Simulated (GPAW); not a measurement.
# Quasiparticle gap of Cs2AgSbBr6 (Fm-3m) in GPAW

How does a plane-wave GW calculation on Cs2AgSbBr6 (Fm-3m) run from the first input to the gap?

Main program and level: GPAW 26.7.0; LDA and many-body steps on it, plane waves.

**The experiments to reproduce.**

- Gap 2.18 eV: indirect optical gap from Tauc plot; photothermal deflection spectroscopy; film (solution-processed film on quartz, about 200 nm thick) (“Bandgap Lowering in Mixed Alloys of Cs2Ag(SbxBi1-x)Br6 Double Perovskite Thin Films”, 2020, arxiv:2007.00388).

**1. The structure**

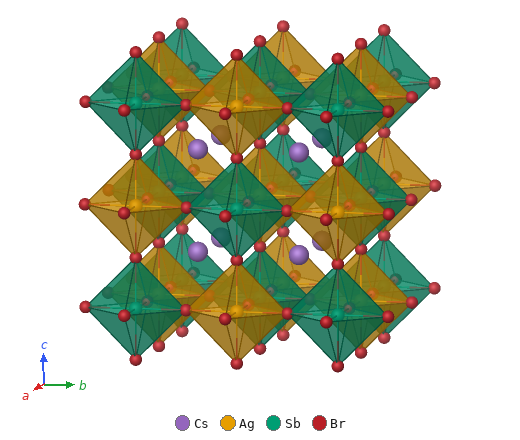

Start, viewed slightly off an axis; caesium purple, silver orange, antimony teal, bromine red. This picture shows the conventional cell, with its axes. Some periodic images of atoms are drawn too.

As a file:

```cif
data_structure
_symmetry_space_group_name_H-M 'P 1'
_symmetry_Int_Tables_number 1
_cell_length_a 8.0458
_cell_length_b 8.0458
_cell_length_c 8.0458
_cell_angle_alpha 60.000
_cell_angle_beta 60.000
_cell_angle_gamma 60.000
_cell_volume 368.29
loop_
_atom_site_label
_atom_site_type_symbol
_atom_site_fract_x
_atom_site_fract_y
_atom_site_fract_z
_atom_site_occupancy
Cs1 Cs 0.75000 0.75000 0.75000 1
Cs2 Cs 0.25000 0.25000 0.25000 1
Ag3 Ag 0.50000 0.50000 0.50000 1
Sb4 Sb 0.00000 0.00000 0.00000 1
Br5 Br 0.75155 0.24845 0.24845 1
Br6 Br 0.24845 0.24845 0.75155 1
Br7 Br 0.24845 0.75155 0.75155 1
Br8 Br 0.24845 0.75155 0.24845 1
Br9 Br 0.75155 0.24845 0.75155 1
Br10 Br 0.75155 0.75155 0.24845 1
```

The cell and positions are those that the Materials Project relaxed with its own functionals (PBE, PBE+U or r2SCAN), kept fixed. Spin-orbit coupling is left out unless a step names it.

**2. Ground state**

This step: GPAW 26.7.0; DFT, LDA, plane waves, PAW.

The ground-state density comes first.

run.py

```python
import json
import numpy as np
from gpaw.mpi import world
from ase import Atoms
from gpaw import GPAW, PW, FermiDirac

atoms = Atoms(['Cs', 'Cs', 'Ag', 'Sb', 'Br', 'Br', 'Br', 'Br', 'Br', 'Br'],
    cell=[[0.0000000000, 5.6892530000, 5.6892530000],
      [5.6892530000, 0.0000000000, 5.6892530000],
      [5.6892530000, 5.6892530000, 0.0000000000]],
    scaled_positions=[[0.7500000000, 0.7500000000, 0.7500000000],
      [0.2500000000, 0.2500000000, 0.2500000000],
      [0.5000000000, 0.5000000000, 0.5000000000],
      [0.0000000000, 0.0000000000, 0.0000000000],
      [0.7515540000, 0.2484460000, 0.2484460000],
      [0.2484460000, 0.2484460000, 0.7515540000],
      [0.2484460000, 0.7515540000, 0.7515540000],
      [0.2484460000, 0.7515540000, 0.2484460000],
      [0.7515540000, 0.2484460000, 0.7515540000],
      [0.7515540000, 0.7515540000, 0.2484460000]],
    pbc=(True, True, True))
calc = GPAW(mode=PW(450),
    xc='LDA',
    kpts={'size': (4, 4, 4), 'gamma': True},
    occupations=FermiDirac(0.001),
    nbands=-11,
    convergence={'density': 1e-6, 'bands': -3},
    maxiter=100,
    txt='gs.txt')
atoms.calc = calc
res = {'energy': atoms.get_potential_energy()}
kpts = calc.get_ibz_k_points()
res['kpts'] = kpts
res['eigenvalues'] = [calc.get_eigenvalues(kpt=k) for k in range(len(kpts))]
res['n_electrons'] = calc.get_number_of_electrons()
calc.write('gs.gpw')

if world.rank == 0:
    with open('result.json', 'w') as f:
        json.dump(res, f, default=lambda x: x.tolist())
```

The run is started by

```
$ mpirun -n 8 gpaw python run.py
```

Numbers of over 12 decimals in the logs are rounded to 6 here.

Log:

```text
__  _  _
 | _ |_)|_||  |
 |__||  | ||/\| - 26.7.0

Input parameters:
  mode=PW(ecut=450.000000),
  convergence={'density': 1e-06, 'bands': -3},
  kpts=MonkhorstPack(size=(4, 4, 4), gamma=True),
  maxiter=100,
  nbands=-11,
  occupations=Occupations(name='fermi-dirac', width=0.001, fixmagmom=False),
  xc=XC(name='LDA')
  [... matrices ...]
Diagonalizing LCAO Hamiltonian
Converting LCAO to pw mode

                                  Cs
                         Br

                           Br

                  Br     Ag     Br

                       Br
                         Br

                Cs

       Sb

Atoms  # Å, Bohr magnetons
|   | symbol |        x |        y |        z |    initial magnetic moments |
| 0 |     Cs | 8.533879 | 8.533879 | 8.533879 | ( 0.0000,  0.0000,  0.0000) |
| 1 |     Cs | 2.844626 | 2.844626 | 2.844626 | ( 0.0000,  0.0000,  0.0000) |
| 2 |     Ag | 5.689253 | 5.689253 | 5.689253 | ( 0.0000,  0.0000,  0.0000) |
| 3 |     Sb | 0.000000 | 0.000000 | 0.000000 | ( 0.0000,  0.0000,  0.0000) |
| 4 |     Br | 2.826944 | 5.689253 | 5.689253 | ( 0.0000,  0.0000,  0.0000) |
| 5 |     Br | 5.689253 | 5.689253 | 2.826944 | ( 0.0000,  0.0000,  0.0000) |
| 6 |     Br | 8.551562 | 5.689253 | 5.689253 | ( 0.0000,  0.0000,  0.0000) |
| 7 |     Br | 5.689253 | 2.826944 | 5.689253 | ( 0.0000,  0.0000,  0.0000) |
| 8 |     Br | 5.689253 | 8.551562 | 5.689253 | ( 0.0000,  0.0000,  0.0000) |
| 9 |     Br | 5.689253 | 5.689253 | 8.551562 | ( 0.0000,  0.0000,  0.0000) |

Unit cell  # Å
| periodic |        x |        y |        z |  lengths |    angles |
|      yes | 0.000000 | 5.689253 | 5.689253 | 8.045819 | 60.000000 |
|      yes | 5.689253 | 0.000000 | 5.689253 | 8.045819 | 60.000000 |
|      yes | 5.689253 | 5.689253 | 0.000000 | 8.045819 | 60.000000 |

Number of symmetries: 48
Symmetry operations  # r_c * U_cc + t_c -> r_c
|    | kind |            matrix            |
|  0 |  σ   |  1, 0, 0,  1, 0,-1,  1,-1, 0 |
|  1 |  C2  |  1, 0, 0,  1,-1, 0,  1, 0,-1 |
|  2 |  E   |  1, 0, 0,  0, 1, 0,  0, 0, 1 |
|  3 |  σ   |  1, 0, 0,  0, 0, 1,  0, 1, 0 |
|  4 |  C4  |  1, 0,-1,  1, 0, 0,  1,-1, 0 |
|  5 |  S6  |  1, 0,-1,  1,-1, 0,  1, 0, 0 |
|  6 |  σ   |  1, 0,-1,  0, 1,-1,  0, 0,-1 |
|  7 |  C3  |  1, 0,-1,  0, 0,-1,  0, 1,-1 |
|  8 |  S6  |  1,-1, 0,  1, 0, 0,  1, 0,-1 |
|  9 |  C4  |  1,-1, 0,  1, 0,-1,  1, 0, 0 |
| 10 |  C3  |  1,-1, 0,  0,-1, 1,  0,-1, 0 |
| 11 |  σ   |  1,-1, 0,  0,-1, 0,  0,-1, 1 |
| 12 |  σ   |  0, 1, 0,  1, 0, 0,  0, 0, 1 |
| 13 |  C4  |  0, 1, 0,  0, 1,-1, -1, 1, 0 |
| 14 |  C3  |  0, 1, 0,  0, 0, 1,  1, 0, 0 |
| 15 |  S6  |  0, 1, 0, -1, 1, 0,  0, 1,-1 |
| 16 |  C2  |  0, 1,-1,  1, 0,-1,  0, 0,-1 |
| 17 |  σ   |  0, 1,-1,  0, 1, 0, -1, 1, 0 |
| 18 |  S4  |  0, 1,-1,  0, 0,-1,  1, 0,-1 |
| 19 |  C4  |  0, 1,-1, -1, 1, 0,  0, 1, 0 |
| 20 |  C3  |  0, 0, 1,  1, 0, 0,  0, 1, 0 |
| 21 |  σ   |  0, 0, 1,  0, 1, 0,  1, 0, 0 |
| 22 |  S6  |  0, 0, 1,  0,-1, 1, -1, 0, 1 |
| 23 |  C4  |  0, 0, 1, -1, 0, 1,  0,-1, 1 |
| 24 |  S4  |  0, 0,-1,  1, 0,-1,  0, 1,-1 |
| 25 |  C3  |  0, 0,-1,  0, 1,-1,  1, 0,-1 |
| 26 |  C2  |  0, 0,-1,  0,-1, 0, -1, 0, 0 |
| 27 |  S6  |  0, 0,-1, -1, 0, 0,  0,-1, 0 |
| 28 |  S4  |  0,-1, 1,  1,-1, 0,  0,-1, 0 |
| 29 |  C4  |  0,-1, 1,  0, 0, 1, -1, 0, 1 |
| 30 |  C2  |  0,-1, 1,  0,-1, 0,  1,-1, 0 |
| 31 |  σ   |  0,-1, 1, -1, 0, 1,  0, 0, 1 |
| 32 |  C3  |  0,-1, 0,  1,-1, 0,  0,-1, 1 |
| 33 |  S6  |  0,-1, 0,  0, 0,-1, -1, 0, 0 |
| 34 |  S4  |  0,-1, 0,  0,-1, 1,  1,-1, 0 |
| 35 |  C2  |  0,-1, 0, -1, 0, 0,  0, 0,-1 |
| 36 |  C2  | -1, 1, 0,  0, 1, 0,  0, 1,-1 |
| 37 |  S6  | -1, 1, 0,  0, 1,-1,  0, 1, 0 |
| 38 |  S4  | -1, 1, 0, -1, 0, 1, -1, 0, 0 |
| 39 |  C3  | -1, 1, 0, -1, 0, 0, -1, 0, 1 |
| 40 |  S6  | -1, 0, 1,  0, 0, 1,  0,-1, 1 |
| 41 |  C2  | -1, 0, 1,  0,-1, 1,  0, 0, 1 |
| 42 |  C3  | -1, 0, 1, -1, 1, 0, -1, 0, 0 |
| 43 |  S4  | -1, 0, 1, -1, 0, 0, -1, 1, 0 |
| 44 |  C2  | -1, 0, 0,  0, 0,-1,  0,-1, 0 |
| 45 |  i   | -1, 0, 0,  0,-1, 0,  0, 0,-1 |
| 46 |  σ   | -1, 0, 0, -1, 1, 0, -1, 0, 1 |
| 47 |  C2  | -1, 0, 0, -1, 0, 1, -1, 1, 0 |

BZ-sampling:
  Number of BZ points: 64
  Number of IBZ points: 8

  Monkhorst-Pack size: [4, 4, 4]
  Monkhorst-Pack shift: [0.125, 0.125, 0.125]

K-points  # in reciprocal-cell coordinates
|   |                                coordinates |     weight |
| 0 | (  0.00000000,   0.00000000,   0.00000000) | 0.01562500 |
| 1 | (  0.25000000,   0.25000000,   0.00000000) | 0.09375000 |
| 2 | (  0.25000000,   0.25000000,   0.25000000) | 0.12500000 |
| 3 | (  0.50000000,   0.25000000,  -0.25000000) | 0.09375000 |
| 4 | (  0.50000000,   0.25000000,   0.25000000) | 0.18750000 |
| 5 | (  0.50000000,   0.50000000,   0.00000000) | 0.04687500 |
| 6 | (  0.50000000,   0.50000000,   0.25000000) | 0.37500000 |
| 7 | (  0.50000000,   0.50000000,   0.50000000) | 0.06250000 |

Plane wave coefficients: 8026
Cutoff: 450.000000 eV

Spin-components: 1 (collinear spins)
Bands:           57
Projectors:      52
Spin-degeneracy: 2
Datatype:        complex128

  Storage: CPU
  Wave functions: 57_952_128 bytes (7_244_016 per core)
  Projectors: 41_684_864 bytes (5_210_608 per core)
  [... matrices ...]
Parallelization:
  kpt:    8
  domain: 1
  band:   1

Density:
[...]
|   5s |  2.000 |     -26.872 |    1.164 |
    |   6s |  1.000 |      -2.224 |    1.164 |
    |   5p |  6.000 |     -13.611 |    1.058 |
    |    p |        |      13.601 |    1.058 |
    |    d |        |       0.000 |    1.058 |

    Using partial waves for Cs as LCAO basis

  Ag:
    name:    Silver
    Z:       47.0
    valence: 17
    core:    30
    charge:  0.0  # [|e|]
    compensation charges:
      type: gauss
      rc: 0.40  # [Å]
      lmax: 2
    cutoffs:
      filter: 2.35  # [Å]
      core: 2.19  # [Å]
    projectors
    | kind |    occ | energy [eV] | rcut [Å] |
    |   5s |  1.000 |      -4.708 |    1.286 |
    |   4p |  6.000 |     -58.678 |    1.328 |
    |   5p |  0.000 |      -0.844 |    1.328 |
    |   4d | 10.000 |      -7.664 |    1.180 |
    |    s |        |      22.503 |    1.286 |
    |    d |        |      19.547 |    1.180 |

    Using partial waves for Ag as LCAO basis

  Sb:
    name:    Antimony
    Z:       51.0
    valence: 15
    core:    36
    charge:  0.0  # [|e|]
    compensation charges:
      type: gauss
      rc: 0.36  # [Å]
      lmax: 2
    cutoffs:
      filter: 2.23  # [Å]
      core: 2.23  # [Å]
    projectors
    | kind |    occ | energy [eV] | rcut [Å] |
    |   5s |  2.000 |     -13.069 |    1.154 |
    |   5p |  3.000 |      -4.994 |    1.233 |
    |   4d | 10.000 |     -33.564 |    1.196 |
    |    s |        |      14.142 |    1.154 |
    |    p |        |      22.217 |    1.233 |
    |    d |        |      -6.353 |    1.196 |

    Using partial waves for Sb as LCAO basis

  Br:
    name:    Bromine
    Z:       35.0
    valence: 7
    core:    28
    charge:  0.0  # [|e|]
    compensation charges:
      type: gauss
      rc: 0.35  # [Å]
      lmax: 2
    cutoffs:
      filter: 1.98  # [Å]
      core: 2.38  # [Å]
    projectors
    | kind |    occ | energy [eV] | rcut [Å] |
    |   4s |  2.000 |     -20.306 |    1.111 |
    |   4p |  5.000 |      -8.003 |    1.111 |
    |    s |        |       6.906 |    1.111 |
    |    p |        |      19.208 |    1.111 |
    |    d |        |       0.000 |    1.111 |

    Using partial waves for Br as LCAO basis

Reference energy: -1168740.765421  # eV

eigensolver:
  PPCG
  Converge bands: -3
  niter=2

density mixing:
  MSR1-Mixer
  Pratt-step length: 0.05
  Maximum mixing coefficient: 0.75
  Old densities: 10
  SVD Regularization: 0.005
  Good broyden scale: 1.0
  Trust region scale: 1.0
  Backstep threshold: 4.0
  History deletion threshold: 6.0
  Fourier metric: weight=20.0, sigma=0.015

occupation numbers:
  Fermi-Dirac:
    width: 0.0010  # eV

poisson solver:
  ecut: 3600.000000  # eV

xc functional:
  name: None

Initialization done in: 2.348 s

convergence criteria:
- Maximum integral of absolute [dens]ity change: 1e-06 electrons / valence electron
- Maximum [total energy] change in last 3 cyles: 0.0005 eV / valence electron
- Maximum integral of absolute [eigenst]ate change: 4e-08 eV^2 / valence electron
maximum number of iterations: 100

SCF iterations
|iter     |     time |      energy | eigst |  dens |
|iter:   1|  |  -35.208628 | +0.51 |       |
|iter:   2|  |  -34.972528 | -0.37 | -1.35 |
|iter:   3|  |  -34.053975 | -0.78 | -1.40 |
|iter:   4|  |  -33.994109 | -1.22 | -1.79 |
|iter:   5|  |  -33.976039 | -1.58 | -2.17 |
|iter:   6|  |  -33.974994c| -1.61 | -2.39 |
|iter:   7|  |  -33.975011c| -1.77 | -3.29 |
|iter:   8|  |  -33.975013c| -1.80 | -3.73 |
|iter:   9|  |  -33.975014c| -1.43 | -4.26 |
|iter:  10|  |  -33.975014c| -1.96 | -5.19 |
|iter:  11|  |  -33.975014c| -2.58 | -5.84 |
|iter:  12|  |  -33.975014c| -2.98 | -6.22c|
|iter:  13|  |  -33.975014c| -3.23 | -6.68c|
|iter:  14|  |  -33.975014c| -3.03 | -7.26c|
|iter:  15|  |  -33.975014c| -2.80 | -7.83c|
|iter:  16|  |  -33.975014c| -3.05 | -8.33c|
|iter:  17|  |  -33.975014c| -3.34 | -8.65c|
|iter:  18|  |  -33.975014c| -3.79 | -9.12c|
|iter:  19|  |  -33.975014c| -4.11 | -9.77c|
|iter:  20|  |  -33.975014c| -4.30 |-10.18c|
|iter:  21|  |  -33.975014c| -4.04 |-10.64c|
|iter:  22|  |  -33.975014c| -4.53 |-11.05c|
|iter:  23|  |  -33.975014c| -4.76 |-11.29c|
|iter:  24|  |  -33.975014c| -4.93 |-11.48c|
|iter:  25|  |  -33.975014c| -5.07 |-11.81c|
|iter:  26|  |  -33.975014c| -5.61 |-12.01c|
|iter:  27|  |  -33.975014c| -5.70 |-11.97c|
|iter:  28|  |  -33.975014c| -5.70 |-12.12c|
|iter:  29|  |  -33.975014c| -5.73 |-12.09c|
[...]
|iter:  53|  |  -33.975014c| -7.02 |-13.38c|
|iter:  54|  |  -33.975014c| -7.03 |-13.29c|
|iter:  55|  |  -33.975014c| -7.09 |-13.52c|
|iter:  56|  |  -33.975014c| -7.17 |-13.34c|
|iter:  57|  |  -33.975014c| -7.38 |-13.34c|
|iter:  58|  |  -33.975014c| -7.44c|-13.33c|

Converged in 58 steps
SCF loop duration: 26.233 s (0.452 s/step)
Energy contributions relative to reference atoms: (reference = -1168740.765421)
  [... matrices ...]
Energy contributions:
  Kinetic:          15.627368
  Coulomb:         -19.740032
  Zero:             -0.049226
  External:          0.000000
  Xc:              -29.813124
  Entropy:          -0.000000
  Spinorbit:         0.000000
  ----------------------------
  Free energy:     -33.975014
  Extrapolated:    -33.975014

dipole moment: (-41.448721, -41.448721, -41.448721)  # |e|*Ang

Fermi level: 2.821
Eigenvalues  # (at kpt = [0.000, 0.000, 0.000])
| band index |      eig [eV] | occ [0-2] |
|          0 |       -51.711 |     2.000 |
|        ... |               |           |
|         38 |         0.537 |     2.000 |
|         39 |         0.537 |     2.000 |
|         40 |         0.537 |     2.000 |
|         41 |         0.950 |     2.000 |
|         42 |         0.950 |     2.000 |
|         43 |         0.950 |     2.000 |
|         44 |         1.223 |     2.000 |
|         45 |         1.223 |     2.000 |
|         46 |         3.996 |     0.000 |
[...]
|         50 |         6.460 |     0.000 |
|         51 |         6.460 |     0.000 |
|         52 |         6.720 |     0.000 |
|         53 |         7.015 |     0.000 |
|        ... |               |           |
|         56 |         7.525 |     0.000 |

Gap: 0.753 eV
Transition (v -> c):
  (s=0, k=5, n=45, [0.50, 0.50, 0.00]) -> (s=0, k=7, n=46, [0.50, 0.50, 0.50])
Direct/indirect transitions are different
Direct gap: 1.919 eV
Transition at: (s=0, k=6, n=45, [0.50, 0.50, 0.25])
# Writing to gs.gpw (mode='')
  [... matrices ...]
```

Run time: 30 s. Hardware: 8 MPI ranks of AMD EPYC 9R45, shared host; peak memory 2.4 GiB; 4 min of CPU time.

Numbers from this step:

```
total energy               : -33.98 eV
gap                        : 0.7528 eV
k of the valence top       : 0.5, 0.5, 0
k of the conduction bottom : 0.5, 0.5, 0.5
least direct gap           : 1.919 eV
```

The gap is indirect, with the least direct gap 1.17 eV higher.

**3. Empty states on the mesh, 2×2×2 mesh, 1249 bands**

The sums over transitions need many empty states on a uniform mesh; this step solves for them.

run.py

```python
import json
import numpy as np
from gpaw.mpi import world
from gpaw import GPAW

calc = GPAW('gs.gpw').fixed_density(kpts={'size': (2, 2, 2), 'gamma': True},
    parallel={'domain': 1, 'band': 1},
    txt='nscf.txt')
calc.diagonalize_full_hamiltonian(nbands=1249)
calc.write('full.gpw', mode='all')
res = {}
kpts = calc.get_ibz_k_points()
res['kpts'] = kpts
res['eigenvalues'] = [calc.get_eigenvalues(kpt=k) for k in range(len(kpts))]
res['n_electrons'] = calc.get_number_of_electrons()

if world.rank == 0:
    with open('result.json', 'w') as f:
        json.dump(res, f, default=lambda x: x.tolist())
```

The run is started by

```
$ mpirun -n 3 gpaw python run.py
```

Log:

```text
Diagonalizing LCAO Hamiltonian
Converting LCAO to pw mode
convergence criteria:
- Maximum integral of absolute [eigenst]ate change: 4e-08 eV^2 / valence electron
maximum number of iterations: 100

SCF iterations
|iter     |     time |      energy | eigst |  dens |
|iter:   1|  |             | +0.57 |       |
|iter:   2|  |             | -0.38 |       |
|iter:   3|  |             | -1.09 |       |
[...]
|iter:  43|  |             | -7.08 |       |
|iter:  44|  |             | -7.32 |       |
|iter:  45|  |             | -7.49c|       |
SCF steps: 45
  __  _  _
 | _ |_)|_||  |
 |__||  | ||/\| - 26.7.0

Input parameters:
  mode=PW(ecut=450.000000),
  convergence={'density': 1e-06, 'bands': -3},
  gpts=array([40, 40, 40]),
  kpts=MonkhorstPack(size=(2, 2, 2), gamma=True),
  maxiter=100,
  nbands=57,
  occupations=Occupations(name='fermi-dirac', width=0.001, fixmagmom=False),
  parallel={'domain': 1, 'band': 1},
  xc=XC(name='LDA')
Matrix size: 7943x7943
# Writing to full.gpw (mode='all')
  [... matrices ...]

timing:  # [seconds]
  Total: 185.758  # ━━━━━━━━━━━━━━━━━━━━━━━━━━━━━━━━━━━━━━━━━━━━━━━━━━━━━━━━━
```

Elapsed: 3.4 min, on 3 MPI ranks; peak memory 13 GiB.

This step gave:

```yaml
gap: 0.7528 eV
k_of_the_valence_top: 0.5, 0.5, 0
k_of_the_conduction_bottom: 0.5, 0.5, 0.5
least_direct_gap: 1.936 eV
k_points_computed: 3
lowest_point_of_the_top_converged_band_above_the_valence_top: 121.9163 eV
```

On this mesh the gap is 0.753 eV.

(Part 1 of 2 ends here.)

[Paths, hosts, dates, memory and timing lines, banners, echoed tables and standing remarks are left out of the program output.]

[Logs are printed without paths, hosts, clocks, repeated set-up lines and the standing remarks that a program may print on its own settings, such as how far it seeks lower states.]

[Runs of the session that timed out or met a known fault of the program may be left out.]

[Hosts, paths, dates, database ids (printed as entryN), source tags and the programs' standing remarks are cut or masked in the printed files.]
